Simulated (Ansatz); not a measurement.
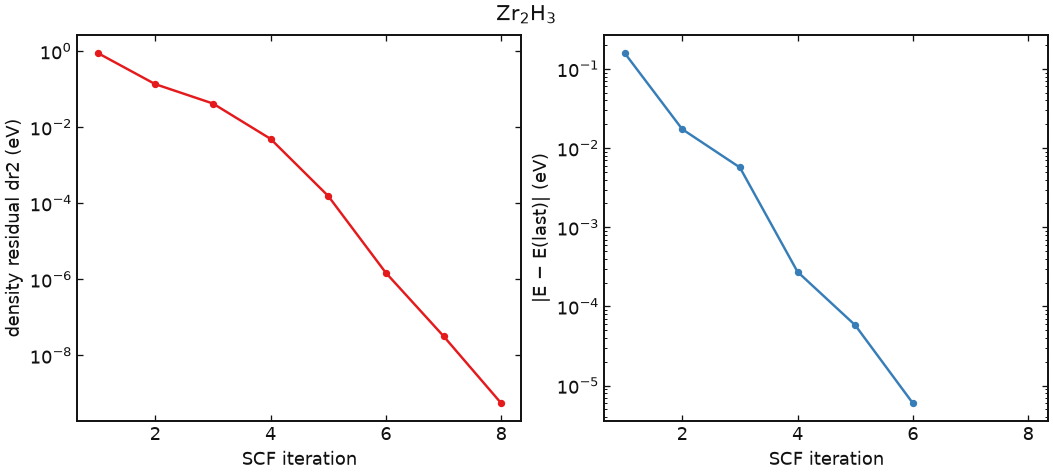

The plot shows the SCF iterations of a calculation: density residual dr2, distance of the Harris–Foulkes energy from its last value. Energy differences below 3 × 10⁻⁶ eV aren't drawn. The starting density is a sum of atomic densities corrected by a trained network.

Zr2H3 (5 atoms in the cell), run with Ansatz.

```
crystal:
  lattice:
    - [3.3011025113, 0.0, 0.0]
    - [-1.6505512556, 2.8588386353, 0.0]
    - [0.0, 0.0, 6.0777709848]
  atoms:
    - { symbol: Zr, position: [0.0, 0.0, 0.2626630681] }
    - { symbol: Zr, position: [0.0, 0.0, 0.7373369319] }
    - { symbol: H, position: [0.3333333333, 0.6666666667, 0.1715387422] }
    - { symbol: H, position: [0.3333333333, 0.6666666667, 0.8284612578] }
    - { symbol: H, position: [0.6666666667, 0.3333333333, 0.5] }
basis:
  ecutwfc: 420
kpoints:
  mp_grid: { grid: [1, 1, 1] }
hamiltonian:
  xc: pbe
scf:
  occupations: { method: gaussian, width: 0.1 }
  max_iter: 75
output:
  forces: true
  eigenvalues: true
  stress: true
```

Launched with:
```bash
ansatz run input.yaml --threads 1 --pin off --max-ram 2560MiB --backend cpu --events-out ev --progress --plain --runs-dir out
```

> Did the calculation converge?

It converged, after 8 iterations. The residual falls at every step.

> What is the residual at the start and at the end?

It starts near 0.9 and ends near 6 × 10⁻¹⁰ eV.

> Is anything amiss with this input?

The input holds a fault (one k-point for a small cell). The SCF closed all the same, which doesn't make the results meaningful for the real system.
